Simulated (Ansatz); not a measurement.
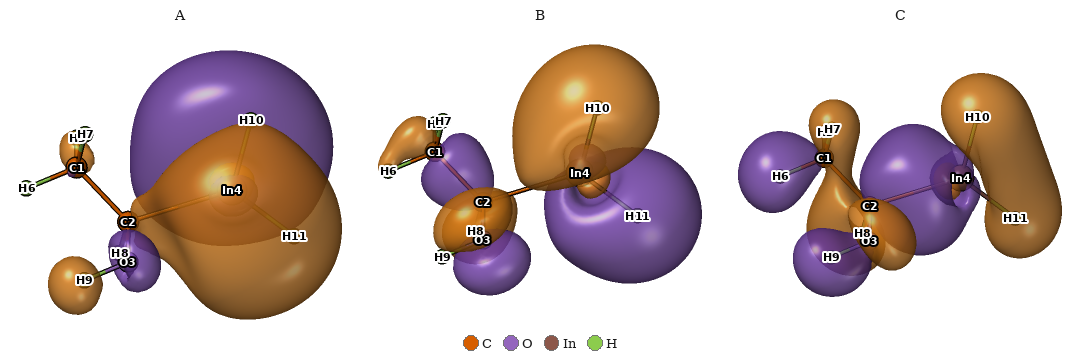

*C2H7InO. Three frontier orbitals at ±0.06 Å⁻³ᐟ² (orange and purple are the two phases), in no order.*

Geometry: PBE0-D4/def2-TZVP; core potentials replace the inner electrons of In.

Computed with Ansatz 0.2.0, RKS PBE0-D4/def2-TZVPP.

```
atom    x (Å)    y (Å)    z (Å)
   C  -0.7025   1.1101   0.3972
   C  -0.2530  -0.3298   0.3283
   O   0.8186  -0.5975   1.2404
  In   0.7620  -0.9445  -1.5087
   H  -1.5301   1.2949  -0.2943
   H  -1.0602   1.3669   1.4049
   H   0.1083   1.7991   0.1478
   H  -1.0994  -0.9935   0.5447
   H   0.5410  -0.3625   2.1330
   H   1.7279   0.2355  -2.3280
   H   0.6873  -2.5786  -2.0653
```

Order the three orbitals by energy and name them.

Answer. B is the HOMO−1 (−7.89 eV). Its weight (Hirshfeld) is mainly on In4 (about 35 %), H11 (about 25 %), H10 (about 25 %) and O3 (about 10 %). C is the HOMO (−6.85 eV). It lies mainly on C2 (about 35 %), In4 (about 25 %), O3 (about 10 %), C1 (about 5 %) and H10 (about 5 %). A is the LUMO (−1.49 eV). It lies mainly on In4 (about 80 %).

What is the HOMO–LUMO gap?

Answer. 5.36 eV between the orbital energies.
